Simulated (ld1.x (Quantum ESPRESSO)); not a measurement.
**A TM potential for Mo, from input to tests**

Task: generate the file, and judge it by its errors in other configurations, its logarithmic derivatives, its ghosts and its cutoff.

The numbers are computed with ld1.x (Quantum ESPRESSO) 7.5 (LDA (PZ), scalar-relativistic, spin-unpolarised reference atom).

**1. Settings**

Typed settings, in words:

```
element                 : molybdenum (Mo, Z = 42)
type                    : norm-conserving Troullier–Martins (Kleinman–Bylander form)
frozen core             : [Kr]
valence charge          : 6
reference configuration : 4d5 5s1 5p0
partial waves           : 5s (bound): rc 2.95 bohr; 5p (bound, empty): rc 2.90 bohr; 4d (bound): rc 2.25 bohr
local potential         : all-electron potential smoothed inside 2.85 bohr (lloc = -1)
core correction         : not asked for
```

An earlier all-electron run gives the scale for the radii.

All-electron outer shells of the reference configuration (LDA (PZ), scalar-relativistic, ld1.x):

```
shell  level (eV)  outermost node (bohr)  outermost maximum (bohr)
   4s      -64.42                   0.51                      0.99
   4p      -38.59                   0.52                      1.06
   5s       -4.33                   1.34                      2.93
   4d       -3.94                   0.53                      1.38
   5p       -1.16                   1.54                      4.05
```

**2. Generating the potential**

File Mo.in:

```
 &input
   title='Mo', zed=42., rel=1, dft='PZ', iswitch=3,
   config='[Kr] 4d5 5s1 5p0',
   nld=3, rlderiv=3.20, eminld=-2.0, emaxld=5.0, deld=0.02
 /
 &inputp
   pseudotype=2, tm=.true., lloc=-1, rcloc=2.85,
   nlcc=.false.,
   file_pseudopw='Mo.UPF', file_wfcaegen='ae.wfc', file_wfcncgen='nc.wfc', file_beta='beta', file_chi='chi'
 /
3
5S  1  0   1.00   0.00  2.95  2.95  0.0
5P  2  1   0.00   0.00  2.90  2.90  0.0
4D  3  2   5.00   0.00  2.25  2.25  0.0
 &test
   configts(1)='4d5 5s1 5p0'
 /
```

On the command line:

```bash
$ ld1.x < Mo.in > Mo.out
```

What the program wrote to Mo.out (without the banner and most projector matrices):

```text
     Program LD1 v.7.5
     --------------------------- All-electron run ----------------------------

     Mo
     scalar relativistic calculation

     atomic number is 42.00
     dft =PZ   lsd =0 sic =0 latt =0  beta=0.20 tr2=1.0E-14
     Exchange-correlation= PZ
                           (   1   1   0   0   0   0   0)
     mesh =1229 r(mesh) = 100.71859 a.u. xmin = -7.00 dx = 0.01250
     1 Ry =  13.60569312 eV, c = 137.03599908

     n l     nl                  e(Ry)          e(Ha)          e(eV)
     1 0     1S 1( 2.00)     -1454.9210      -727.4605    -19795.2089
     2 0     2S 1( 2.00)      -205.5373      -102.7687     -2796.4780
     2 1     2P 1( 6.00)      -183.8859       -91.9429     -2501.8949
     3 0     3S 1( 2.00)       -34.9437       -17.4719      -475.4333
     3 1     3P 1( 6.00)       -27.8490       -13.9245      -378.9046
     4 0     4S 1( 2.00)        -4.7350        -2.3675       -64.4234
     4 1     4P 1( 6.00)        -2.8362        -1.4181       -38.5886
     3 2     3D 1(10.00)       -16.2667        -8.1333      -221.3197
     4 2     4D 1( 5.00)        -0.2893        -0.1446        -3.9355
     5 0     5S 1( 1.00)        -0.3182        -0.1591        -4.3294
     5 1     5P 1( 0.00)        -0.0856        -0.0428        -1.1646

     final scf error:  1.6E-15 reached in  25 iterations

     Etot =   -8088.835692 Ry,   -4044.417846 Ha, -110054.216145 eV

     Ekin =    8337.855081 Ry,    4168.927541 Ha,  113442.297540 eV
     Encl =  -19502.610958 Ry,   -9751.305479 Ha, -265346.539798 eV
     Eh   =    3314.330119 Ry,    1657.165059 Ha,   45093.758502 eV
     Exc  =    -238.409933 Ry,    -119.204967 Ha,   -3243.732389 eV

     normalization and overlap integrals

     s(1S/1S) =  1.000000  <r> =   0.0352  <r2> =    0.0017  r(max) =   0.0229
     s(2S/2S) =  1.000000  <r> =   0.1539  <r2> =    0.0279  r(max) =   0.1303
     s(2P/2P) =  1.000000  <r> =   0.1340  <r2> =    0.0219  r(max) =   0.1041
     s(3S/3S) =  1.000000  <r> =   0.4297  <r2> =    0.2116  r(max) =   0.3819
     s(3P/3P) =  1.000000  <r> =   0.4312  <r2> =    0.2165  r(max) =   0.3771
     s(4S/4S) =  1.000000  <r> =   1.1060  <r2> =    1.3889  r(max) =   0.9874
     s(4P/4P) =  1.000000  <r> =   1.2369  <r2> =    1.7592  r(max) =   1.0643
     s(3D/3D) =  1.000000  <r> =   0.4156  <r2> =    0.2078  r(max) =   0.3206
     s(4D/4D) =  1.000000  <r> =   2.0033  <r2> =    5.0833  r(max) =   1.3838
     s(5S/5S) =  1.000000  <r> =   3.5465  <r2> =   14.4733  r(max) =   2.9295
     s(5P/5P) =  1.000000  <r> =   5.1486  <r2> =   31.2714  r(max) =   4.0545

     ------------------------ End of All-electron run ------------------------

     --------------------- Generating NC pseudopotential ---------------------

      Generating local potential from pseudized AE potential:
      Matching radius rcloc =   2.8500

      Local pseudo, rcloc= 2.822 Estimated cut-off energy=     3.10 Ry

      Wfc   5S  rcut= 2.966  Using Troullier-Martins method

      Wfc   5P  rcut= 2.893  Using Troullier-Martins method

      Wfc   4D  rcut= 2.253  Using Troullier-Martins method

     ------------------- End of pseudopotential generation -------------------

     [... the all-electron block is printed once more ...]


     Computing logarithmic derivative in   3.21748
     Computing logarithmic derivative in   3.21748
     Computing the partial wave expansion
     R is outside the sphere for l=    0 j= 0.00
     R is outside the sphere for l=    1 j= 0.00
     R is outside the sphere for l=    2 j= 0.00

     ---------------------- Testing the pseudopotential ----------------------

     Mo
     scalar relativistic calculation

     atomic number is 42.00   valence charge is  6.00
     dft =PZ   lsd =0 sic =0 latt =0  beta=0.20 tr2=1.0E-14
     mesh =1229 r(mesh) = 100.71859 xmin = -7.00 dx = 0.01250

     n l     nl             e AE (Ry)        e PS (Ry)    De AE-PS (Ry)
     3 2     4D   1( 5.00)       -0.28925       -0.28925        0.00000
     1 0     5S   1( 1.00)       -0.31821       -0.31821        0.00000
     2 1     5P   1( 0.00)       -0.08560       -0.08560       -0.00000

     eps = 1.6E-15  iter =  4

     Etot =   -8088.835692 Ry,   -4044.417846 Ha, -110054.216145 eV
     Etotps =   -15.383774 Ry,      -7.691887 Ha,    -209.306914 eV

     Ekin =      17.566970 Ry,       8.783485 Ha,     239.010805 eV
     Encl =     -35.925794 Ry,     -17.962897 Ha,    -488.795324 eV
     Ehrt =      14.719220 Ry,       7.359610 Ha,     200.265196 eV
     Ecxc =      -3.608203 Ry,      -1.804102 Ha,     -49.092107 eV
     Epseu=      -8.135968 Ry,      -4.067984 Ha,    -110.695483 eV

     ---------------------- End of pseudopotential test ----------------------
```

Run time: 1.8 s. Hardware: 1 thread, shared host. This counts the later configuration tests of the new file too.

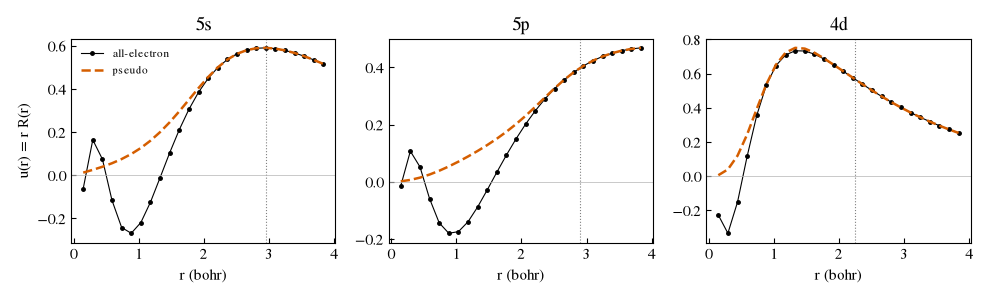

Bound waves of the atom and their pseudo partners (5s, 5p, 4d), with the matching radii dotted. The curves join 26 sampled radii, too few to resolve the innermost nodes.

**3. Transferability test**

File Mo.test.in:

```
 &input
   title='Mo', zed=42., rel=1, dft='PZ', iswitch=2,
   config='[Kr] 4d5 5s1 5p0'
 /
 &test
   file_pseudo='Mo.UPF', nconf=10,
   configts(1)='4d5 5s1 5p0',
   configts(2)='4d5 5s0 5p0',
   configts(3)='4d4 5s0 5p0',
   configts(4)='4d3 5s0 5p0',
   configts(5)='4d5 5s0.5 5p0',
   configts(6)='4d4 5s2 5p0',
   configts(7)='4d4 5s1 5p0',
   configts(8)='4d5.5 5s0.5 5p0',
   configts(9)='4d5 5s1 5p0', lsdts(9)=1,
   configts(10)='4d5 5s0 5p0', lsdts(10)=1
 /
```

On the command line:

```bash
$ ld1.x < Mo.test.in > Mo.test.out
```

Mo.test.out, the pseudopotential blocks, each with the warnings that came before it:

```text
     ---------------------- Testing the pseudopotential ----------------------

     Mo
     scalar relativistic calculation

     atomic number is 42.00   valence charge is  6.00
     dft =PZ   lsd =0 sic =0 latt =0  beta=0.20 tr2=1.0E-14
     mesh =1229 r(mesh) = 100.71859 xmin = -7.00 dx = 0.01250

     n l     nl             e AE (Ry)        e PS (Ry)    De AE-PS (Ry)
     3 2     4D   1( 5.00)       -0.28925       -0.28925        0.00000
     1 0     5S   1( 1.00)       -0.31821       -0.31821        0.00000
     2 1     5P   1( 0.00)       -0.08560       -0.08560       -0.00000

     eps = 1.2E-16  iter =  6

     Etot =   -8088.835692 Ry,   -4044.417846 Ha, -110054.216145 eV
     Etotps =   -15.383774 Ry,      -7.691887 Ha,    -209.306914 eV

     Ekin =      17.566970 Ry,       8.783485 Ha,     239.010803 eV
     Encl =     -35.925794 Ry,     -17.962897 Ha,    -488.795325 eV
     Ehrt =      14.719220 Ry,       7.359610 Ha,     200.265196 eV
     Ecxc =      -3.608203 Ry,      -1.804102 Ha,     -49.092108 eV
     Epseu=      -8.135968 Ry,      -4.067984 Ha,    -110.695482 eV

     ---------------------- End of pseudopotential test ----------------------

     ---------------------- Testing the pseudopotential ----------------------

     Mo
     [...]
     n l     nl             e AE (Ry)        e PS (Ry)    De AE-PS (Ry)
     3 2     4D   1( 5.00)       -0.78364       -0.78103       -0.00260
     1 0     5S   1( 0.00)       -0.74605       -0.74524       -0.00082
     2 1     5P   1( 0.00)       -0.44623       -0.44660        0.00036

     eps = 1.3E-15  iter =  7

     Etot =   -8088.307543 Ry,   -4044.153771 Ha, -110047.030311 eV
     Etotps =   -14.855821 Ry,      -7.427910 Ha,    -202.123737 eV
     dEtot_ae =       0.528149 Ry
     dEtot_ps =       0.527954 Ry,   Delta E=       0.000195 Ry

     [...]
     ---------------------- End of pseudopotential test ----------------------

     ---------------------- Testing the pseudopotential ----------------------

     Mo
     [...]
     n l     nl             e AE (Ry)        e PS (Ry)    De AE-PS (Ry)
     3 2     4D   1( 4.00)       -1.54772       -1.54933        0.00161
     1 0     5S   1( 0.00)       -1.32339       -1.32417        0.00078
     2 1     5P   1( 0.00)       -0.94261       -0.94647        0.00387

     eps = 7.4E-17  iter =  9

     Etot =   -8087.153415 Ry,   -4043.576708 Ha, -110031.327610 eV
     Etotps =   -13.702593 Ry,      -6.851297 Ha,    -186.433275 eV
     dEtot_ae =       1.682276 Ry
     dEtot_ps =       1.681181 Ry,   Delta E=       0.001095 Ry

     [...]
     ---------------------- End of pseudopotential test ----------------------

     ---------------------- Testing the pseudopotential ----------------------

     Mo
     [...]
     n l     nl             e AE (Ry)        e PS (Ry)    De AE-PS (Ry)
     3 2     4D   1( 3.00)       -2.43358       -2.44028        0.00670  !
     1 0     5S   1( 0.00)       -1.97954       -2.02398        0.04445  !
     2 1     5P   1( 0.00)       -1.52382       -1.55982        0.03600  !

     eps = 5.4E-17  iter =  7

     Etot =   -8085.171789 Ry,   -4042.585894 Ha, -110004.366206 eV
     Etotps =   -11.716353 Ry,      -5.858177 Ha,    -159.409110 eV
     dEtot_ae =       3.663903 Ry
     dEtot_ps =       3.667421 Ry,   Delta E=      -0.003518 Ry

     [...]
     ---------------------- End of pseudopotential test ----------------------

     ---------------------- Testing the pseudopotential ----------------------

     Mo
     [...]
     n l     nl             e AE (Ry)        e PS (Ry)    De AE-PS (Ry)
     3 2     4D   1( 5.00)       -0.52650       -0.52535       -0.00115
     1 0     5S   1( 0.50)       -0.52629       -0.52605       -0.00024
     2 1     5P   1( 0.00)       -0.25914       -0.25928        0.00014

     eps = 1.9E-17  iter =  7

     Etot =   -8088.625224 Ry,   -4044.312612 Ha, -110051.352582 eV
     Etotps =   -15.173310 Ry,      -7.586655 Ha,    -206.443403 eV
     dEtot_ae =       0.210468 Ry
     dEtot_ps =       0.210464 Ry,   Delta E=       0.000004 Ry

     [...]
     ---------------------- End of pseudopotential test ----------------------

     ---------------------- Testing the pseudopotential ----------------------

     Mo
     [...]
     n l     nl             e AE (Ry)        e PS (Ry)    De AE-PS (Ry)
     3 2     4D   1( 4.00)       -0.42621       -0.42786        0.00165
     1 0     5S   1( 2.00)       -0.37345       -0.37188       -0.00157
     2 1     5P   1( 0.00)       -0.11384       -0.11224       -0.00160

     eps = 3.1E-15  iter =  9

     Etot =   -8088.825501 Ry,   -4044.412751 Ha, -110054.077496 eV
     Etotps =   -15.371733 Ry,      -7.685867 Ha,    -209.143082 eV
     dEtot_ae =       0.010191 Ry
     dEtot_ps =       0.012041 Ry,   Delta E=      -0.001851 Ry

     [...]
     ---------------------- End of pseudopotential test ----------------------

     ---------------------- Testing the pseudopotential ----------------------

     Mo
     [...]
     n l     nl             e AE (Ry)        e PS (Ry)    De AE-PS (Ry)
     3 2     4D   1( 4.00)       -0.95358       -0.95275       -0.00083
     1 0     5S   1( 1.00)       -0.82979       -0.82772       -0.00207
     2 1     5P   1( 0.00)       -0.50824       -0.50674       -0.00150

     eps = 6.3E-15  iter =  7

     Etot =   -8088.228436 Ry,   -4044.114218 Ha, -110045.954010 eV
     Etotps =   -14.776449 Ry,      -7.388224 Ha,    -201.043826 eV
     dEtot_ae =       0.607256 Ry
     dEtot_ps =       0.607326 Ry,   Delta E=      -0.000070 Ry

     [...]
     ---------------------- End of pseudopotential test ----------------------

     ---------------------- Testing the pseudopotential ----------------------

     Mo
     [...]
     n l     nl             e AE (Ry)        e PS (Ry)    De AE-PS (Ry)
     3 2     4D   1( 5.50)       -0.23275       -0.23162       -0.00113
     1 0     5S   1( 0.50)       -0.29418       -0.29521        0.00103
     2 1     5P   1( 0.00)       -0.07351       -0.07433        0.00082

     eps = 3.7E-16  iter = 11

     Etot =   -8088.812929 Ry,   -4044.406465 Ha, -110053.906447 eV
     Etotps =   -15.360392 Ry,      -7.680196 Ha,    -208.988776 eV
     dEtot_ae =       0.022762 Ry
     dEtot_ps =       0.023383 Ry,   Delta E=      -0.000620 Ry

     [...]
     ---------------------- End of pseudopotential test ----------------------

     Warning: n=1, l=0 expected 0 nodes, found 1
     ---------------------- Testing the pseudopotential ----------------------

     Mo
     [...]
     n l     nl             e AE (Ry)        e PS (Ry)    De AE-PS (Ry)
     3 2     4D   1( 5.00)       -0.34200       -0.35849        0.01649  !
     1 0     5S   1( 1.00)       -0.35557       -0.34942       -0.00615  !
     2 1     5P   1( 0.00)       -0.10433       -0.09935       -0.00498
     3 2     4D   2( 0.00)       -0.12641       -0.03792       -0.08849  !
     1 0     5S   2( 0.00)       -0.19007       -0.19007        0.00000
     2 1     5P   2( 0.00)       -0.01706       -0.00512       -0.01195  !

     eps = 8.3E-16  iter = 11

     Etot =   -8089.124077 Ry,   -4044.562038 Ha, -110058.139824 eV
     Etotps =   -15.936957 Ry,      -7.968478 Ha,    -216.833340 eV
     dEtot_ae =      -0.288385 Ry
     dEtot_ps =      -0.553182 Ry,   Delta E=       0.264797 Ry

     [...]
     ---------------------- End of pseudopotential test ----------------------

     ---------------------- Testing the pseudopotential ----------------------

     Mo
     [...]
     n l     nl             e AE (Ry)        e PS (Ry)    De AE-PS (Ry)
     3 2     4D   1( 5.00)       -0.84683       -0.86742        0.02060  !
     1 0     5S   1( 0.00)       -0.78507       -0.78008       -0.00500
     2 1     5P   1( 0.00)       -0.46936       -0.46439       -0.00497
     3 2     4D   2( 0.00)       -0.63837       -0.28842       -0.34995  !
     1 0     5S   2( 0.00)       -0.64123       -0.64123        0.00000
     2 1     5P   2( 0.00)       -0.37434       -0.32637       -0.04797  !

     eps = 2.2E-16  iter = 11

     Etot =   -8088.556758 Ry,   -4044.278379 Ha, -110050.421055 eV
     Etotps =   -15.375085 Ry,      -7.687542 Ha,    -209.188681 eV
     dEtot_ae =       0.278934 Ry
     dEtot_ps =       0.008690 Ry,   Delta E=       0.270244 Ry

     [...]
     ---------------------- End of pseudopotential test ----------------------
```

Energies count from the reference configuration 4d5 5s1 5p0; the error is all-electron less pseudo. Spin-polarised rows fill open shells by Hund's rule and count from the unpolarised reference.

| valence configuration | charge | ΔE all-electron (eV) | error AE − PS (meV) |
| --- | --- | --- | --- |
| 4d5 5s0 5p0 | +1 | 7.186 | +2.7 |
| 4d4 5s0 5p0 | +2 | 22.889 | +15 |
| 4d3 5s0 5p0 | +3 | 49.850 | -48 |
| 4d5 5s0.5 5p0 | +0.5 | 2.864 | +0.1 |
| 4d4 5s2 5p0 | 0 | 0.139 | -25 |
| 4d4 5s1 5p0 | +1 | 8.262 | -1.0 |
| 4d5.5 5s0.5 5p0 | 0 | 0.310 | -8.4 |
| 4d5 5s1 5p0 (spin-polarised) | 0 | -3.924 | +3603 |
| 4d5 5s0 5p0 (spin-polarised) | +1 | 3.795 | +3677 |

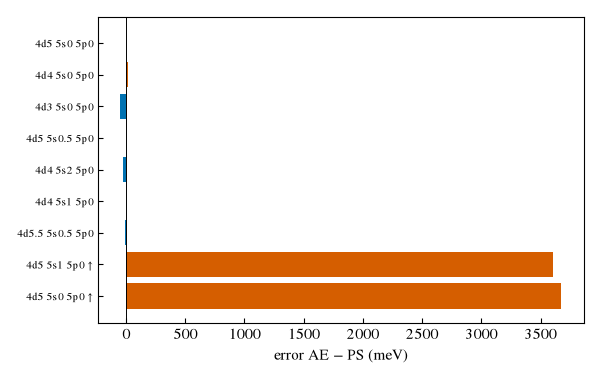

Error of the potential in each test configuration; ↑ marks spin-polarised tests.

**4. Logarithmic derivatives**

Taken from the files of the generation run. The phase is arctan(r·u′/u) with u = r·R, unwrapped, with energies in Ry. A pole is an energy at which the radial function vanishes at the test radius. The pseudo phase is shifted by a multiple of π to meet the all-electron one at the reference energy. Levels narrower than the energy grid can be missing from the poles. The last column is the largest difference on the grid between −1 and +1 Ry.

| channel | radius (bohr) | reference (Ry) | poles AE | poles PS | window around the reference with phases within 0.05 rad (Ry) | largest difference near zero (rad) |
| --- | --- | --- | --- | --- | --- | --- |
| s | 3.22 | -0.32 | 0.99 | 0.58, 1.41 | below 0.4 | 2.879 |
| p | 3.22 | -0.09 | 1.88 | 1.22, 3.50 | below 0.3 | 0.085 |
| d | 3.22 | -0.29 | -0.07, 3.61 | -0.07, 4.01 | below 1.0 | 0.032 |

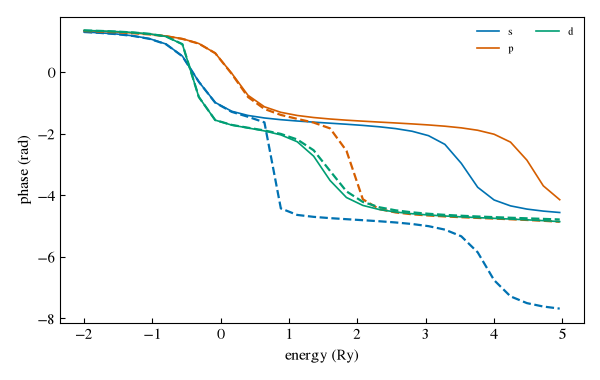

Phases by channel: all-electron solid, pseudo dashed.

**5. Plane-wave convergence, by spherical Bessel functions**

A separate test, outside the generator: the pseudo-atom's Hamiltonian at the reference potential is diagonalised in spherical Bessel functions j_l(qr) that vanish at 20 bohr, with q² up to the cutoff.

All-electron valence levels (Ry): 5s -0.3182, 5p -0.0856, 4d -0.2893. The lowest levels of each channel (Ry) by cutoff; the last column sums, over occupied levels, occupation times the distance from the level at 400 Ry. A positive value at high cutoff is not a bound level.

| cutoff (Ry) | s #1 | p #1 | d #1 | f #1 | Σ f·Δε (mRy) |
| --- | --- | --- | --- | --- | --- |
| 8 | -0.3167 | -0.0850 | 0.0161 | 0.1073 | 1528.6 |
| 10 | -0.3173 | -0.0853 | -0.0126 | 0.1073 | 1384.5 |
| 12 | -0.3180 | -0.0855 | -0.0604 | 0.1073 | 1144.9 |
| 18 | -0.3183 | -0.0856 | -0.2049 | 0.1073 | 421.9 |
| 21 | -0.3183 | -0.0856 | -0.2441 | 0.1073 | 226.0 |
| 25 | -0.3184 | -0.0857 | -0.2682 | 0.1073 | 105.5 |
| 30 | -0.3184 | -0.0857 | -0.2843 | 0.1073 | 25.0 |
| 35 | -0.3184 | -0.0857 | -0.2886 | 0.1073 | 3.7 |
| 40 | -0.3184 | -0.0857 | -0.2892 | 0.1073 | 0.5 |
| 45 | -0.3184 | -0.0857 | -0.2893 | 0.1073 | 0.4 |
| 50 | -0.3184 | -0.0857 | -0.2893 | 0.1073 | 0.3 |
| 400 | -0.3184 | -0.0857 | -0.2893 | 0.1073 | 0.0 |

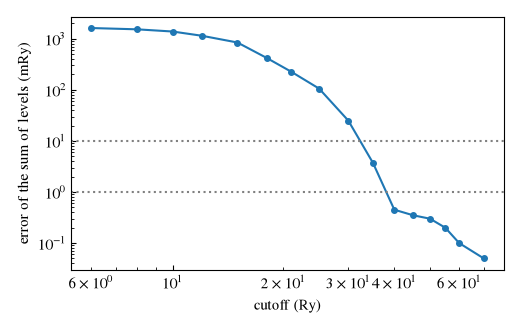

Occupation-weighted error of the valence levels against the cutoff; the dotted lines mark 10 and 1 mRy.

The sum stays within 10 mRy from 35 Ry and within 1 mRy from 40 Ry. The sum leaves out empty levels, which can need more. Ghost test: no level below the all-electron spectrum of its channel (s, p, d, f tested).

**6. Outcome**

| quantity | value |
| --- | --- |
| cutoffs for 10 and 1 mRy, occupied levels | 35 Ry and 40 Ry |
| bound ghosts | none found |
| largest test error (AE − PS), unpolarised tests | -48 meV, for 4d3 5s0 5p0 |
| largest phase difference near zero energy, channels read | 2.879 rad |

In words: The worst unpolarised test, 4d3 5s0 5p0, is off by 48 meV on 49.8 eV; by total energies transferability rates as fair. That test lies far up in energy; among those under 40 eV, nearer to bonding, the largest error is 25 meV. The spin-polarised tests miss by far more, up to 3677 meV (4d5 5s0 5p0). It counts as soft on the atom at that tolerance, with 35 Ry needed at the looser tolerance. The slowest occupied level is 4d: taken alone it needs 35 Ry to come within 1 mRy, against 12 Ry for 5s. No bound ghost shows below the valence levels. Of the channels read, s scatters worst near zero energy, by up to 2.88 rad. A step near π is an extra or missing state, not a misfit of shape. The pseudo curves have a pole with no partner nearby in the atom's: s at 0.58 Ry. At positive energy that is a spurious or a displaced resonance. All of this concerns the isolated atom, not yet a solid.
